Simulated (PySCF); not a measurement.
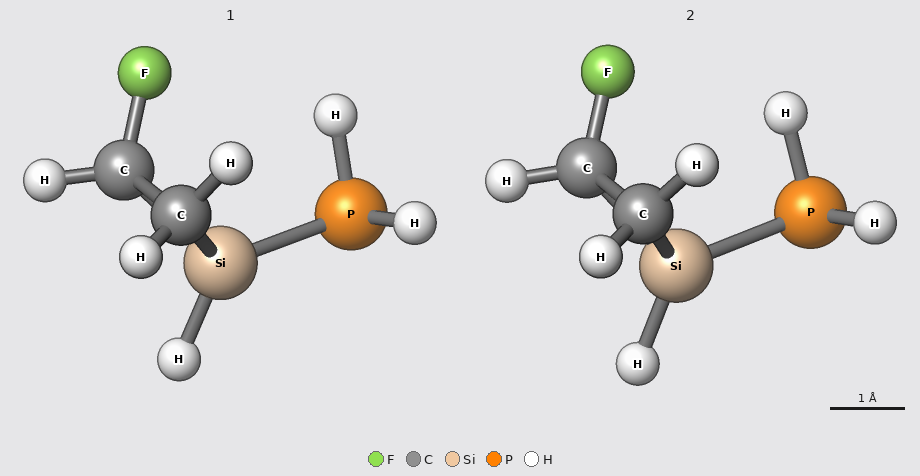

Two geometries of C$_{2}$H$_{6}$FPSi, drawn at one scale. One is the start of a relaxation, the other its converged end. The picture is a ball-and-stick view, seen at a tilt.

Theory: PBE0-D3(BJ)/def2-SVP geometry optimisation, gas phase in PySCF. 

### Which geometry has the lower energy?

Structure 2 is the relaxed one. The start comes from GFN2-xTB. Its atoms were then displaced at random by about 0.01 Å. An H atom moves most after the best rigid fit: 0.15 Å. By element the largest moves are H 0.15 Å, Si 0.07 Å, F 0.05 Å, C 0.05 Å, P 0.04 Å. Near-neighbour distances that change, for instance: P–Si 2.190 → 2.246 Å, C–H 1.048 → 1.096 Å, H–P 1.386 → 1.429 Å, C–Si 1.915 → 1.875 Å. Bond angles that change, for instance: C–Si–H 113.1° → 118.5°, Si–C–H 126.6° → 121.4°, C–Si–H 113.3° → 118.5°. The energy falls by 3.86 kcal/mol in 5 geometry steps. Cost: 44 s on 1 thread of Arm Neoverse N1, on a shared host.
